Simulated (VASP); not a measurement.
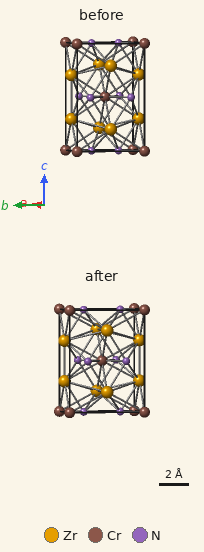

The structure of solid Zr$_{2}$CrN$_{2}$ (a generated structure, set up in Immm) before (top) and after (bottom) a relaxation, at one scale.

Style: ball-and-stick. Shown: the conventional cell (2 times the calculation's cell), from a free direction. Lengths and directions refer to the drawn axes.

The run lets cell and atoms move.

The calculation used Kohn-Sham DFT of a periodic cell, PBE, VASP PAW PBE potentials, recommended in VASP 6.6.1.

Input file:
```
SYSTEM = Zr2CrN2
PREC = Normal ; ENCUT = 520
EDIFF = 1E-4 ; ISMEAR = 0
SIGMA = 0.15 ; LREAL = .False.
LASPH = .True. ; NELM = 60
ALGO = Fast ; ISIF = 3
LWAVE = .False. ; LCHARG = .False.
ISPIN = 2 ; MAGMOM = 0 0 3 0 0
LORBIT = 11 ; LMAXMIX = 4
GGA = PE ; IBRION = 2
NSW = 24 ; EDIFFG = -0.08
KPAR = 2
```

Launched with:
```bash
cat potpaw_PBE.64/Zr_sv/POTCAR potpaw_PBE.64/Cr_pv/POTCAR potpaw_PBE.64/N/POTCAR > POTCAR
mpirun -np 2 vasp_std > vasp.out
```

> Describe what moved and what it gained.

The largest moves relative to the cell, 0.24 Å, are those of N atoms. By element the largest moves are N 0.24 Å, Zr 0.05 Å. Cr stays in place. Cell: a 3.400 → 3.023 Å (−11.1 %), b 4.890 → 5.427 Å (+11.0 %), c 7.590 → 7.204 Å (−5.1 %). Volume −6.3 %. Some distances before and after: N–N 1.956 → 2.651 Å, Zr–Zr 3.400 → 3.023 Å, Zr–Zr 3.112 → 2.855 Å, Cr–N 2.245 → 2.052 Å. The space group stays Immm (No. 71). The energy falls by 476 meV per atom in 8 geometry steps. The largest force component goes from 3.5 to 0.053 eV/Å. Pressure: −9.03 GPa at the start and −0.11 GPa at the end.

Limits of the set-up: only the magnetic order of this start and cell was tried (total moment 0.0 μB per cell).
